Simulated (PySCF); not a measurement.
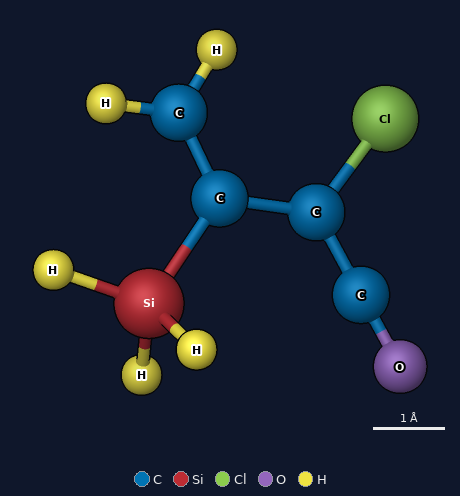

Fig. 1: The input geometry (ball-and-stick view, seen at a tilt).

**Run report: C₄H₅ClOSi, NMR shielding calculation**

C₄H₅ClOSi, computed with GIAO PBE0/def2-TZVP NMR shielding, non-relativistic, gas phase (PySCF 2.14.0).

The geometry comes from this level: PBE0-D3(BJ)/def2-SVP. Figures and captions count atoms from 1; the log counts them from 0 in places.

## Log
```
coarse grid: 11784 points
cycle   1  E = -979.7545363907  dE =  9.533e-01  |g| = 7.028e-01  |ddm| = 3.254e+00
cycle   2  E = -979.3940629429  dE =  3.605e-01  |g| = 1.558e+00  |ddm| = 1.503e+00
cycle   3  E = -979.8472958987  dE = -4.532e-01  |g| = 1.794e-01  |ddm| = 1.056e+00
cycle   4  E = -979.8532235312  dE = -5.928e-03  |g| = 1.016e-01  |ddm| = 2.687e-01
cycle   5  E = -979.8557966440  dE = -2.573e-03  |g| = 1.830e-02  |ddm| = 1.035e-01
cycle   6  E = -979.8558668045  dE = -7.016e-05  |g| = 7.270e-03  |ddm| = 2.185e-02
cycle   7  E = -979.8558784237  dE = -1.162e-05  |g| = 2.710e-03  |ddm| = 6.411e-03
cycle   8  E = -979.8558801143  dE = -1.691e-06  |g| = 6.808e-04  |ddm| = 2.309e-03
final grid: 106576 points
cycle   9  E = -979.8492844267  dE = -2.382e-05  |g| = 1.090e-02  |ddm| = 9.429e-02
cycle  10  E = -979.8492017847  dE =  8.264e-05  |g| = 2.324e-02  |ddm| = 2.236e-02
cycle  11  E = -979.8493058380  dE = -1.041e-04  |g| = 2.024e-03  |ddm| = 1.595e-02
cycle  12  E = -979.8493066166  dE = -7.786e-07  |g| = 4.964e-04  |ddm| = 1.600e-03
cycle  13  E = -979.8493066721  dE = -5.549e-08  |g| = 1.939e-04  |ddm| = 5.952e-04
cycle  14  E = -979.8493066818  dE = -9.655e-09  |g| = 5.588e-05  |ddm| = 1.976e-04
cycle  15  E = -979.8493066825  dE = -7.174e-10  |g| = 1.344e-05  |ddm| = 5.283e-05
```

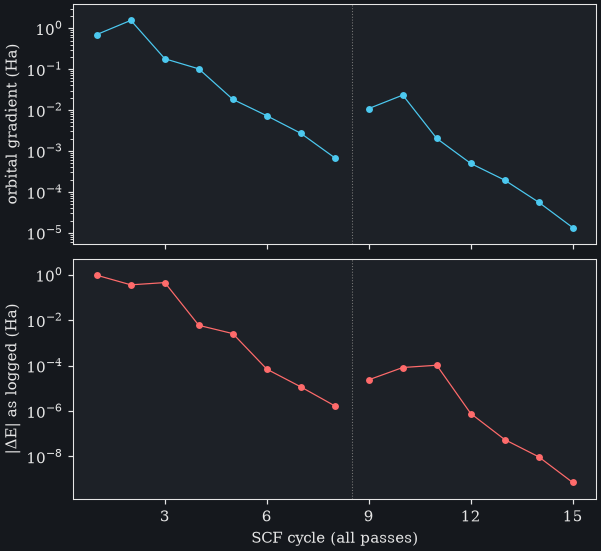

Fig. 2: Convergence of the self-consistent field: orbital gradient and size of the energy change against the SCF cycle. The dotted line marks the change from a coarse to the final integration grid. The first 8 cycles use a coarse grid, the final grid takes over at cycle 9, and the field converges after 15 cycles in all.

```
converged SCF energy = -979.8493066825

GIAO shielding tensors (ppm)
atom      isotropic    diamagn.    paramagn.     s11        s22        s33       span
  0 C       58.849     255.821    -196.971    -42.521     54.112    164.958    207.478
  1 C       54.198     245.880    -191.682    -58.649     39.728    181.515    240.165
  2 Si     394.338     879.584    -485.246    342.886    395.374    444.753    101.867
  3 C      118.720     249.562    -130.842     94.168    127.815    134.179     40.011
  4 Cl     861.329    1141.735    -280.406    766.396    896.991    920.601    154.205
  5 C      -28.321     264.061    -292.382    -84.283    -38.818     38.137    122.420
  6 O     -102.105     393.237    -495.343   -240.631   -205.646    139.961    380.592
  7 H       25.499      30.206      -4.706     22.346     23.160     30.992      8.646
  8 H       25.959      32.305      -6.345     23.932     24.166     29.780      5.848
  9 H       26.980      31.043      -4.064     23.882     25.656     31.401      7.519
 10 H       26.986      30.918      -3.932     23.761     25.859     31.338      7.577
 11 H       26.977      30.951      -3.974     23.869     25.664     31.399      7.530
```

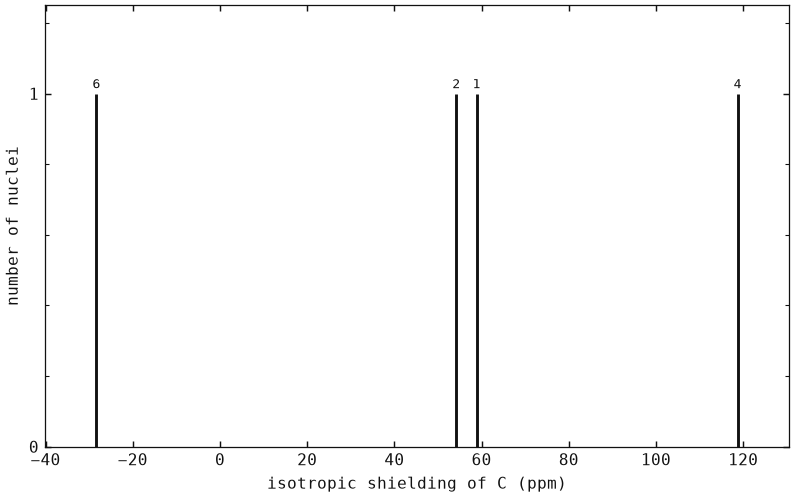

Fig. 3: Isotropic shieldings of the carbon nuclei in this fixed geometry, labelled by atom number; shielding grows to the right, so chemical shift grows to the left. The least shielded is C6 (−28.3 ppm), the most shielded C4 (118.7 ppm).

The run was set up as follows.

## The input
```
{"job": {"kind": "nmr", "xc": "PBE0", "basis": "def2-TZVP", "pop": true}, "charge": 0, "multiplicity": 1}
C      0.496933    -1.828711     0.058964
C      0.748694    -0.506122     0.084068
Si    -0.674923     0.700181    -0.196540
C      2.086931     0.016044     0.328140
Cl     3.448463    -1.039366     0.618359
C      2.403365     1.310383     0.346323
O      2.684926     2.434181     0.366321
H      1.288443    -2.567588     0.220629
H     -0.511664    -2.205333    -0.122511
H     -0.834301     1.598173     0.988112
H     -1.919144    -0.089775    -0.415328
H     -0.397138     1.563998    -1.385002
```

The first line tells a small driver script what to run in PySCF; the rest is the geometry in Å.

Command:
```bash
OMP_NUM_THREADS=1 python <driver script> task.json out
```

## Summary

| quantity | value |
| --- | --- |
| outcome | converged |
| total energy | −979.849307 hartree |
| HOMO | −6.57 eV |
| LUMO | −2.19 eV |
| dipole moment | 1.05 D |
| isotropic shielding, C | −28.3 to 118.7 ppm |
| isotropic shielding, Si | 394.3 ppm |
| isotropic shielding, Cl | 861.3 ppm |
| isotropic shielding, O | −102.1 ppm |
| isotropic shielding, H | 25.5 to 27.0 ppm |
| hardware | 1 CPU thread, shared host |
| wall time | 43 s |
| peak memory | 1.1 GiB |
